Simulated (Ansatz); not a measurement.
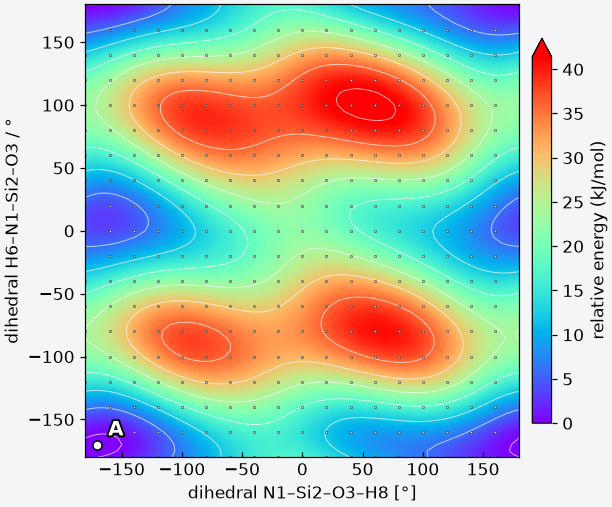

ClH₄NOSiTe, SMILES N[Si](O)(Cl)[TeH]. Coordinates scanned: (1) dihedral N1–Si2–O3–H8; (2) dihedral H6–N1–Si2–O3. Nothing is relaxed (all other coordinates rigid). The grid has 18 × 18 points. Points are written as (first, second). Energies are in kJ/mol, from the lowest grid point. Computed with RHF/def2-SVP in Ansatz 0.2.0.

The picture shows a smooth colour map with a few white contour lines, dots at the grid points, one colour for all values above the top of the scale, the point A. Between grid points the surface is interpolated.

**Find the lowest pass out of the well at A.**

The easiest path leads from the well at about (−170°, −170°) to its copy one period on. Its highest point lies about 17 kJ/mol above the bottom of the first well on the interpolated surface, at about (−25°, −170°). The start is the relaxed structure and all else is held, so a fully relaxed path at this level can only be lower.

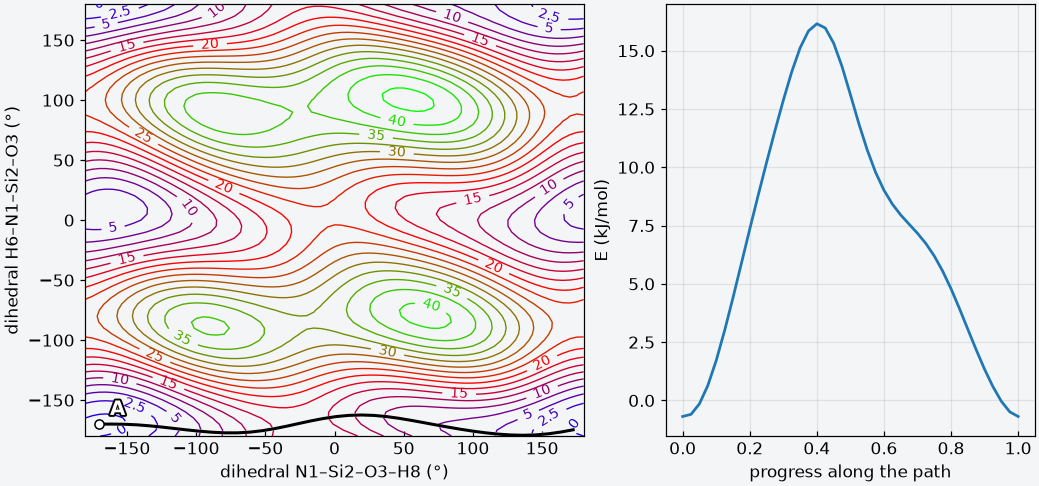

The picture shows contour lines labelled in kJ/mol (none above 42.5), a line along the lowest path, the energy along the path at the right. Between grid points the surface is interpolated.
